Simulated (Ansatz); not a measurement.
**Nudged elastic band of CH6OSn**

CH6OSn, computed with RKS B3LYP/def2-SVP (Ansatz 0.2.0).

One setting was made poor on purpose. It belongs to a series of runs on one base structure; here: band between the two ends. Figures and captions count atoms from 1; the log counts them from 0 in places.

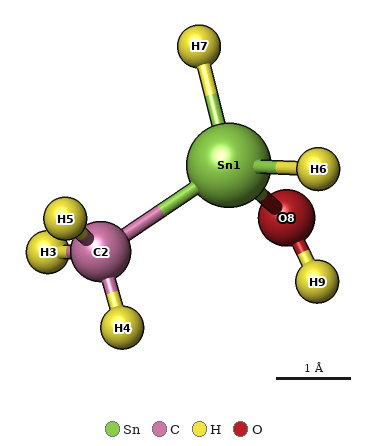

The structure as given in the input (ball-and-stick view, seen at a tilt; atoms are numbered from 1 in the order of the input). Sticks mark near contacts.

Input file:
```yaml
crystal:
  periodic: [false, false, false]
  atoms:
    - { symbol: Sn, position_ang: [0.359884, 0.072083, 0.084617] }
    - { symbol: C, position_ang: [1.021671, 0.002781, 2.148754] }
    - { symbol: H, position_ang: [0.149613, 0.055331, 2.816233] }
    - { symbol: H, position_ang: [1.572094, -0.929002, 2.343583] }
    - { symbol: H, position_ang: [1.683471, 0.858036, 2.353072] }
    - { symbol: H, position_ang: [1.684131, -0.127211, -1.010403] }
    - { symbol: H, position_ang: [-0.553612, 1.483315, -0.266193] }
    - { symbol: O, position_ang: [-0.974198, -1.391451, -0.249092] }
    - { symbol: H, position_ang: [-0.566155, -2.268481, -0.235871] }
basis:
  gaussian: { orbitals: def2-SVP }
hamiltonian:
  xc: b3lyp
neb:
  order_check: false
  images: 9
  f_tol: 0.5
  max_iterations: 60
  final_atoms:
    - { symbol: Sn, position_ang: [-1.14922293, 0.07876542, -2.05389381] }
    - { symbol: C, position_ang: [2.03853349, -0.34897625, 2.2656912] }
    - { symbol: H, position_ang: [1.28525384, -0.37299078, 1.46459958] }
    - { symbol: H, position_ang: [2.0527135, -1.31356452, 2.79438876] }
    - { symbol: H, position_ang: [1.79949037, 0.45205253, 2.9810006] }
    - { symbol: H, position_ang: [3.0320557, -0.16069508, 1.83274405] }
    - { symbol: H, position_ang: [-2.89779638, 0.20331767, -1.59040313] }
    - { symbol: O, position_ang: [-0.53672762, -0.37170786, -0.18284581] }
    - { symbol: H, position_ang: [-1.24740097, -0.41080013, 0.47341856] }
  initial_path:
    images:
      - { positions_ang: [[0.359884, 0.072083, 0.084617], [1.021671, 0.002781, 2.148754], [0.149613, 0.055331, 2.816233], [1.572094, -0.929002, 2.343583], [1.683471, 0.858036, 2.353072], [1.684131, -0.127211, -1.010403], [-0.553612, 1.483315, -0.266193], [-0.974198, -1.391451, -0.249092], [-0.566155, -2.268481, -0.235871]] }
      - { positions_ang: [[0.2922518, 0.06208198, 0.06666443], [1.09272442, -0.00274262, 2.10183308], [0.19346291, -0.02449427, 2.70338088], [1.68487059, -0.89213762, 2.33194703], [1.66649548, 0.88360856, 2.34563376], [1.7271568, -0.09939568, -0.71169186], [-0.59985971, 1.47778069, -0.32666816], [-0.95602223, -1.42531976, -0.34338438], [-0.72418106, -2.2239803, -0.18301478]] }
      - { positions_ang: [[0.2246196, 0.05208095, 0.04871186], [1.16377784, -0.00826625, 2.05491216], [0.23731282, -0.10431953, 2.59052876], [1.79764718, -0.85527324, 2.32031107], [1.64951996, 0.90918113, 2.33819553], [1.77018261, -0.07158035, -0.41298072], [-0.64610743, 1.47224639, -0.38714332], [-0.93784647, -1.45918851, -0.43767676], [-0.88220713, -2.17947959, -0.13015857]] }
      - { positions_ang: [[0.15698741, 0.04207993, 0.03075929], [1.23483127, -0.01378987, 2.00799124], [0.28116273, -0.1841448, 2.47767664], [1.91042376, -0.81840885, 2.3086751], [1.63254445, 0.93475369, 2.33075729], [1.81320841, -0.04376503, -0.11426958], [-0.69235514, 1.46671208, -0.44761848], [-0.9196707, -1.49305727, -0.53196914], [-1.04023319, -2.13497889, -0.07730235]] }
      - { positions_ang: [[0.08935521, 0.03207891, 0.01280672], [1.30588469, -0.01931349, 1.96107032], [0.32501265, -0.26397007, 2.36482452], [2.02320035, -0.78154447, 2.29703913], [1.61556893, 0.96032626, 2.32331906], [1.85623422, -0.0159497, 0.18444156], [-0.73860285, 1.46117778, -0.50809364], [-0.90149494, -1.52692602, -0.62626152], [-1.19825925, -2.09047818, -0.02444613]] }
      - { positions_ang: [[0.02172301, 0.02207788, -0.00514585], [1.37693811, -0.02483711, 1.9141494], [0.36886256, -0.34379533, 2.2519724], [2.13597694, -0.74468009, 2.28540317], [1.59859341, 0.98589882, 2.31588082], [1.89926002, 0.01186562, 0.4831527], [-0.78485057, 1.45564347, -0.5685688], [-0.88331917, -1.56079478, -0.7205539], [-1.35628532, -2.04597748, 0.02841008]] }
      - { positions_ang: [[-0.21246618, 0.03341539, -0.41489544], [1.50925719, -0.08966494, 1.98445776], [0.55214081, -0.34963442, 2.09449783], [2.11932425, -0.85845698, 2.38720028], [1.6387728, 0.87912956, 2.44890477], [2.12581916, -0.02264652, 0.75307097], [-1.20743973, 1.20517831, -0.77293567], [-0.81400086, -1.32297739, -0.61301228], [-1.33450845, -1.71894201, 0.11741178]] }
      - { positions_ang: [[-0.44665537, 0.0447529, -0.82464503], [1.64157626, -0.15449277, 2.05476612], [0.73541907, -0.35547351, 1.93702327], [2.10267156, -0.97223386, 2.4889974], [1.67895219, 0.7723603, 2.58192873], [2.35237829, -0.05715866, 1.02298924], [-1.63002889, 0.95471315, -0.97730254], [-0.74468255, -1.08516001, -0.50547066], [-1.31273158, -1.39190654, 0.20641347]] }
      - { positions_ang: [[-0.68084455, 0.05609041, -1.23439463], [1.77389534, -0.21932059, 2.12507448], [0.91869733, -0.3613126, 1.77954871], [2.08601888, -1.08601075, 2.59079452], [1.71913159, 0.66559105, 2.71495269], [2.57893743, -0.0916708, 1.29290751], [-2.05261805, 0.70424799, -1.1816694], [-0.67536424, -0.84734263, -0.39792905], [-1.29095471, -1.06487107, 0.29541517]] }
      - { positions_ang: [[-0.91503374, 0.06742791, -1.64414422], [1.90621442, -0.28414842, 2.19538284], [1.10197558, -0.36715169, 1.62207414], [2.06936619, -1.19978764, 2.69259164], [1.75931098, 0.55882179, 2.84797664], [2.80549657, -0.12618294, 1.56282578], [-2.47520721, 0.45378283, -1.38603627], [-0.60604593, -0.60952524, -0.29038743], [-1.26917784, -0.7378356, 0.38441687]] }
      - { positions_ang: [[-1.14922293, 0.07876542, -2.05389381], [2.03853349, -0.34897625, 2.2656912], [1.28525384, -0.37299078, 1.46459958], [2.0527135, -1.31356452, 2.79438876], [1.79949037, 0.45205253, 2.9810006], [3.0320557, -0.16069508, 1.83274405], [-2.89779638, 0.20331767, -1.59040313], [-0.53672762, -0.37170786, -0.18284581], [-1.24740097, -0.41080013, 0.47341856]] }
```

Run as:
```bash
ansatz run input.yaml --threads 2 --pin off --max-ram 3072MiB --backend cpu --events-out ev --progress --plain --runs-dir out
```

The program's output:
```
Engine: ansatz 0.2.0, aarch64-unknown-linux-gnu
Functional definition: B3LYP
  parameter a0 = 0.2
  parameter ax = 0.72
  parameter ac = 0.81
  exchange = (1 - a0 - ax)*slater_x + ax*b88_x + a0*exact_x
  correlation = (1 - ac)*vwn_rpa_c + ac*lyp_c
997 factors; integrals over basis functions are off by at most 3.6e-4 eV
mean field evaluation 1: about -9002.5614 eV, gradient 6.9e1 eV
mean field evaluation 2: about -8972.0308 eV, gradient 1.3e2 eV
mean field evaluation 4: about -9012.3454 eV, gradient 1.0e1 eV
mean field evaluation 8: about -9012.6058 eV, gradient 6.1e-2 eV
mean field -9012.60579076 eV, -331.2071538469 hartree, gradient 5.0e-5 eV, S^2 0.000000; 0 other end points of the search recorded, 0 dependent functions left out
the calculation of the forces begins
reference -9012.60604431 eV, -331.2071631648 hartree; 21, 21 occupied and 63, 63 virtual orbitals, 997 factors
996 factors; integrals over basis functions are off by at most 1.2e-3 eV
mean field evaluation 16: about -9002.9228 eV, gradient 6.9e1 eV
mean field evaluation 32: about -9013.0962 eV, gradient 1.2e-5 eV
mean field -9013.09615113 eV, -331.2251742581 hartree, gradient 1.2e-5 eV, S^2 0.000000; 0 other end points of the search recorded, 0 dependent functions left out
[... from here on the field's lines of each further geometry are left out, up to the last ...]
NEB iter   1: max|band force component| = 1.300e2 eV/Å  barrier→ = 31.2941 eV  barrier← = 31.7845 eV  Δτ_max = 0.2000 Å  (303 SCF iters)
NEB iter   2: max|band force component| = 6.707e1 eV/Å  barrier→ = 17.5021 eV  barrier← = 17.9924 eV  Δτ_max = 0.2000 Å  (299 SCF iters)
NEB iter   3: max|band force component| = 3.174e1 eV/Å  barrier→ = 6.4537 eV  barrier← = 6.9440 eV  Δτ_max = 0.1962 Å  (282 SCF iters)
NEB iter   4: max|band force component| = 1.562e1 eV/Å  barrier→ = 2.6638 eV  barrier← = 3.1542 eV  Δτ_max = 0.2000 Å  (285 SCF iters)
NEB iter   5: max|band force component| = 7.388e0 eV/Å  barrier→ = 2.7185 eV  barrier← = 3.2089 eV  Δτ_max = 0.2000 Å  (274 SCF iters)
NEB iter   6: max|band force component| = 3.592e0 eV/Å  barrier→ = 1.7547 eV  barrier← = 2.2451 eV  Δτ_max = 0.2000 Å  (277 SCF iters)
NEB iter   7: max|band force component| = 2.520e0 eV/Å  barrier→ = 2.2402 eV  barrier← = 2.7305 eV  Δτ_max = 0.2000 Å  (259 SCF iters)
NEB iter   8: max|band force component| = 4.263e0 eV/Å  barrier→ = 2.7325 eV  barrier← = 3.2228 eV  Δτ_max = 0.1001 Å  (267 SCF iters)
NEB iter   9: max|band force component| = 2.239e0 eV/Å  barrier→ = 2.5481 eV  barrier← = 3.0384 eV  Δτ_max = 0.1014 Å  (257 SCF iters)
NEB iter  10: max|band force component| = 1.524e0 eV/Å  barrier→ = 2.3891 eV  barrier← = 2.8795 eV  Δτ_max = 0.1005 Å  (258 SCF iters)
NEB iter  11: max|band force component| = 1.205e0 eV/Å  barrier→ = 2.3016 eV  barrier← = 2.7920 eV  Δτ_max = 0.1009 Å  (258 SCF iters)
NEB iter  12: max|band force component| = 7.804e-1 eV/Å  barrier→ = 2.4014 eV  barrier← = 2.8918 eV  CI = image 3  Δτ_max = 0.1660 Å  (259 SCF iters)
the calculation of the forces begins
reference -9013.08894683 eV, -331.2249095048 hartree; 21, 21 occupied and 63, 63 virtual orbitals, 996 factors
997 factors; integrals over basis functions are off by at most 6.6e-4 eV
mean field evaluation 1120: about -9010.1655 eV, gradient 1.3e-2 eV
mean field -9010.16548990 eV, -331.1174744443 hartree, gradient 1.1e-5 eV, S^2 0.000000; 1 other end points of the search recorded, 0 dependent functions left out
the calculation of the forces begins
reference -9010.16572891 eV, -331.1174832279 hartree; 21, 21 occupied and 63, 63 virtual orbitals, 997 factors
NEB iter  13: max|band force component| = 2.686e-1 eV/Å  barrier→ = 2.4403 eV  barrier← = 2.9307 eV  CI = image 3  Δτ_max = 0.0000 Å  (503 SCF iters)
```

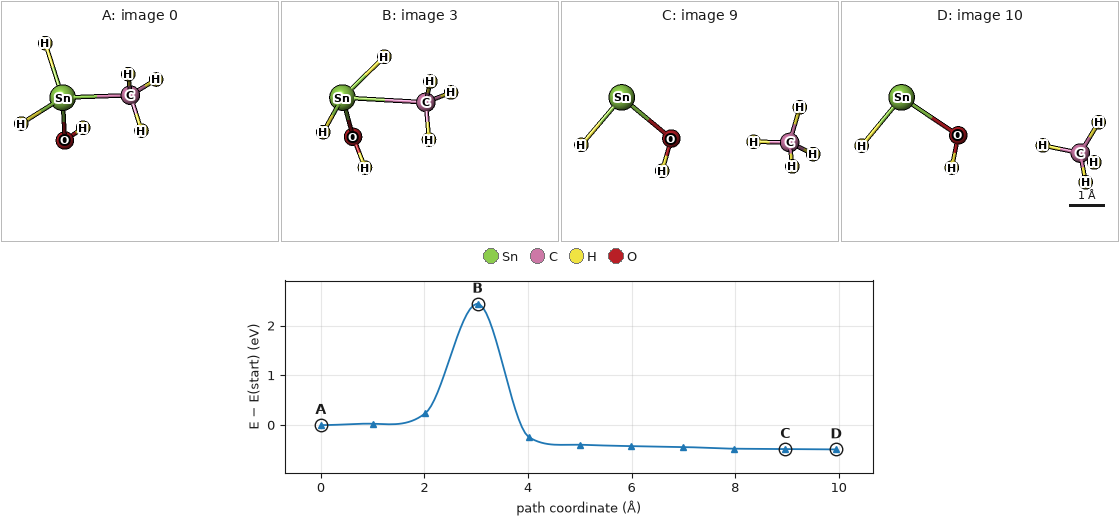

Images of the last band (counted from 0; ball-and-stick, seen at a tilt) above the energy along the path; the line is a cubic interpolation that uses the forces. The highest image is number 3, 2.440 eV above the start and 2.931 eV above the end (the climbing image); the end lies 0.490 eV below the start. The path is 9.96 Å long. The band converged in 13 iterations.

```
Total energy: -9010.16572891 eV, -331.1174832279 hartree
Atom 0 at     0.327277     0.105928    -0.490137 Å, force    -0.089373    -0.070322     0.019166 eV/Å
Atom 1 at     1.136103    -0.038012     1.918505 Å, force     0.140511     0.100034    -0.014185 eV/Å
Atom 2 at     0.185674    -0.076709     2.465718 Å, force    -0.144222     0.016788    -0.074339 eV/Å
Atom 3 at     1.717306    -0.952798     2.103468 Å, force    -0.009781     0.044971    -0.115139 eV/Å
Atom 4 at     1.703199     0.860553     2.194585 Å, force     0.004554    -0.001183     0.089694 eV/Å
Atom 5 at     1.880331     0.097537     0.199887 Å, force     0.055456    -0.068137     0.051182 eV/Å
Atom 6 at    -0.852656     1.291545    -0.062772 Å, force     0.031769    -0.035654     0.082395 eV/Å
Atom 7 at    -0.521183    -1.717135    -0.517480 Å, force    -0.177135    -0.054102     0.113005 eV/Å
Atom 8 at    -1.199152    -1.815507     0.172927 Å, force     0.188223     0.067604    -0.151779 eV/Å
Dipole moment:    -0.026664     0.285938     0.240043 e Å
this run last wrote the band of iteration 13 to [file]
```

The last band as extended XYZ (Å, eV, eV/Å):
```
9
Properties=species:S:1:pos:R:3:forces:R:3 image=0 energy=-9012.60579
Sn    0.3599    0.0721    0.0846    0.0014  -0.0049   0.0073
C     1.0217    0.0028    2.1488    0.0004   0.0130  -0.0016
H     0.1496    0.0553    2.8162   -0.0017  -0.0028  -0.0039
H     1.5721   -0.9290    2.3436   -0.0003  -0.0032  -0.0015
H     1.6835    0.8580    2.3531    0.0009  -0.0027  -0.0017
H     1.6841   -0.1272   -1.0104   -0.0008   0.0018   0.0023
H    -0.5536    1.4833   -0.2662   -0.0013  -0.0046  -0.0001
O    -0.9742   -1.3915   -0.2491    0.0187  -0.0193   0.0033
H    -0.5662   -2.2685   -0.2359   -0.0174   0.0227  -0.0042
9
Properties=species:S:1:pos:R:3:forces:R:3 image=1 energy=-9012.57956
Sn    0.4445    0.0753    0.0068    0.0002   0.0287   0.0247
C     1.0081   -0.0548    2.1031   -0.0154  -0.0150  -0.0149
H     0.1353   -0.3593    2.7008    0.0096   0.0160  -0.0094
H     1.8146   -0.7882    2.2462    0.0015  -0.0006  -0.0199
H     1.3501    0.9295    2.4563    0.0043  -0.0006  -0.0110
H     1.7766   -0.0740   -1.0741    0.0293   0.0069   0.0272
H    -0.4482    1.5159   -0.3163   -0.0048  -0.0319   0.0080
O    -0.7707   -1.4559   -0.4469   -0.0144   0.0306  -0.0754
H    -0.9334   -2.0331    0.3089   -0.0103  -0.0340   0.0707
9
Properties=species:S:1:pos:R:3:forces:R:3 image=2 energy=-9012.36456
Sn    0.3657    0.0704    0.0064    0.0131  -0.1655   0.6090
C     1.0227   -0.0398    2.0552   -0.0783   0.0046   0.0688
H     0.1939   -0.0785    2.7644   -0.0388  -0.0212   0.3409
H     1.6579   -0.9355    2.1395   -0.0924   0.0105   0.0772
H     1.6498    0.8477    2.2380   -0.0838  -0.0070   0.0894
H     1.9606    0.1186   -0.5640    0.0894   0.0536  -0.8568
H    -0.7807    1.3235   -0.2573    0.0970   0.0651  -0.2111
O    -0.5017   -1.6687   -0.5227    0.0300   0.0907   0.0063
H    -1.1913   -1.8823    0.1252    0.0639  -0.0308  -0.1237
9
Properties=species:S:1:pos:R:3:forces:R:3 image=3 energy=-9010.16549
Sn    0.3273    0.1059   -0.4901   -0.0894  -0.0703   0.0192
C     1.1361   -0.0380    1.9185    0.1405   0.1000  -0.0142
H     0.1857   -0.0767    2.4657   -0.1442   0.0168  -0.0743
H     1.7173   -0.9528    2.1035   -0.0098   0.0450  -0.1151
H     1.7032    0.8606    2.1946    0.0046  -0.0012   0.0897
H     1.8803    0.0975    0.1999    0.0555  -0.0681   0.0512
H    -0.8527    1.2915   -0.0628    0.0318  -0.0357   0.0824
O    -0.5212   -1.7171   -0.5175   -0.1771  -0.0541   0.1130
H    -1.1992   -1.8155    0.1729    0.1882   0.0676  -0.1518
9
Properties=species:S:1:pos:R:3:forces:R:3 image=4 energy=-9012.85069
Sn    0.2073    0.1036   -0.9825   -0.1605  -0.0067  -0.5028
C     1.3558   -0.0117    1.8810    0.2733  -0.0701  -0.1444
H     0.2765   -0.0323    2.0902    0.1056   0.0598  -0.2692
H     1.8063   -0.9505    2.2284    0.0733   0.0119   0.0896
H     1.8130    0.8563    2.3693    0.0458   0.0263   0.1711
H     1.6289    0.0671    0.7945   -0.1816  -0.0134   0.5916
H    -0.9354    1.1528   -0.0427   -0.0669  -0.1248   0.0300
O    -0.5356   -1.7155   -0.5060    0.0770   0.0996  -0.0458
H    -1.2399   -1.7143    0.1525   -0.1659   0.0174   0.0799
9
Properties=species:S:1:pos:R:3:forces:R:3 image=5 energy=-9013.00135
Sn    0.0840   -0.0352   -1.2002    0.0040   0.1219  -0.1429
C     1.5557    0.0206    2.0695    0.0554   0.1003  -0.2643
H     0.4853   -0.1712    2.2250    0.0144  -0.0033   0.0542
H     2.1454   -0.8559    2.3674   -0.0079  -0.0354   0.0201
H     1.8737    0.9029    2.6418   -0.0458  -0.0100   0.0498
H     1.7477    0.2227    0.9962    0.0134  -0.0427   0.1826
H    -1.1352    1.0368   -0.3844    0.0398  -0.0193   0.0333
O    -0.8216   -1.7505   -0.6743   -0.1397  -0.0616   0.2365
H    -1.5581   -1.6147   -0.0562    0.0663  -0.0499  -0.1695
9
Properties=species:S:1:pos:R:3:forces:R:3 image=6 energy=-9013.02981
Sn   -0.1451    0.0953   -1.3037   -0.0287  -0.1336   0.0441
C     1.6966   -0.0813    2.0658    0.0644   0.0250   0.0143
H     0.7021   -0.5165    1.8953    0.0041  -0.0249  -0.0254
H     2.3241   -0.8094    2.5995   -0.0211  -0.0089   0.0064
H     1.6139    0.8381    2.6630   -0.0304  -0.0091  -0.0012
H     2.1773    0.1515    1.1028   -0.0183   0.0074   0.0023
H    -1.4438    1.1483   -0.6069   -0.0231   0.0240  -0.0002
O    -0.8611   -1.6009   -0.4602   -0.0284   0.1093  -0.0417
H    -1.6872   -1.4696    0.0291    0.0815   0.0109   0.0014
9
Properties=species:S:1:pos:R:3:forces:R:3 image=7 energy=-9013.04729
Sn   -0.3462    0.2624   -1.3372    0.0518   0.0029  -0.0564
C     1.8371   -0.1800    2.1095    0.0735   0.0806  -0.0340
H     0.9374   -0.6701    1.7132   -0.0105  -0.0350  -0.0268
H     2.3300   -0.8424    2.8343    0.0014  -0.0319   0.0137
H     1.5686    0.7626    2.6089   -0.0243  -0.0020   0.0054
H     2.5368    0.0346    1.2854   -0.0476  -0.0303   0.0459
H    -1.9300    1.1017   -1.0414    0.0012  -0.0372   0.0142
O    -0.8286   -1.3883   -0.2709   -0.0892   0.1256  -0.0248
H    -1.7283   -1.3251    0.0830    0.0437  -0.0726   0.0628
9
Properties=species:S:1:pos:R:3:forces:R:3 image=8 energy=-9013.08136
Sn   -0.7196    0.1163   -1.7485   -0.0010  -0.0201   0.0091
C     1.8917   -0.2324    2.1356    0.0008  -0.0053   0.0119
H     1.0936   -0.6242    1.4887   -0.0021   0.0035  -0.0129
H     2.2665   -1.0372    2.7845    0.0022   0.0015   0.0055
H     1.5039    0.5859    2.7603   -0.0046  -0.0049   0.0004
H     2.7190    0.1454    1.5168   -0.0024  -0.0034  -0.0034
H    -2.1598    1.0509   -1.1682   -0.0150   0.0012   0.0045
O    -0.7529   -1.1974   -0.2117    0.0146   0.0032  -0.0141
H    -1.4655   -1.0520    0.4272    0.0075   0.0244  -0.0008
9
Properties=species:S:1:pos:R:3:forces:R:3 image=9 energy=-9013.08869
Sn   -0.8889    0.1835   -1.8585    0.0336   0.0111   0.0106
C     1.9887   -0.2909    2.2017   -0.0073   0.0053   0.0101
H     1.1709   -0.5321    1.5071   -0.0075   0.0076   0.0053
H     2.2061   -1.1602    2.8393    0.0152  -0.0093  -0.0072
H     1.7028    0.5589    2.8396   -0.0046   0.0035  -0.0091
H     2.8898   -0.0249    1.6293    0.0125  -0.0080   0.0138
H    -2.6134    0.6187   -1.5219   -0.0358  -0.0110  -0.0056
O    -0.6394   -0.7782   -0.0979   -0.0422  -0.0338  -0.0378
H    -1.4397   -0.8194    0.4459    0.0362   0.0345   0.0200
9
Properties=species:S:1:pos:R:3:forces:R:3 image=10 energy=-9013.09615
Sn   -1.1492    0.0788   -2.0539   -0.0003  -0.0001  -0.0005
C     2.0385   -0.3490    2.2657    0.0000  -0.0003   0.0005
H     1.2853   -0.3730    1.4646    0.0003   0.0004  -0.0001
H     2.0527   -1.3136    2.7944   -0.0002  -0.0002  -0.0003
H     1.7995    0.4521    2.9810    0.0002  -0.0003   0.0000
H     3.0321   -0.1607    1.8327   -0.0001  -0.0002   0.0000
H    -2.8978    0.2033   -1.5904   -0.0001  -0.0010  -0.0002
O    -0.5367   -0.3717   -0.1828   -0.0001   0.0011   0.0007
H    -1.2474   -0.4108    0.4734    0.0002   0.0005  -0.0001
```

Summary:

- outcome: converged
- barrier, forward: 2.440 eV
- barrier, backward: 2.931 eV
- hardware: 2 threads of Arm Neoverse V1, 24 GiB of memory available, shared host
- wall time: 4.1 min (CPU time 7.7 min)
- peak memory: 0.18 GiB

Notes:

A deliberately poor setting: loose force. The order of the saddle point was not checked.
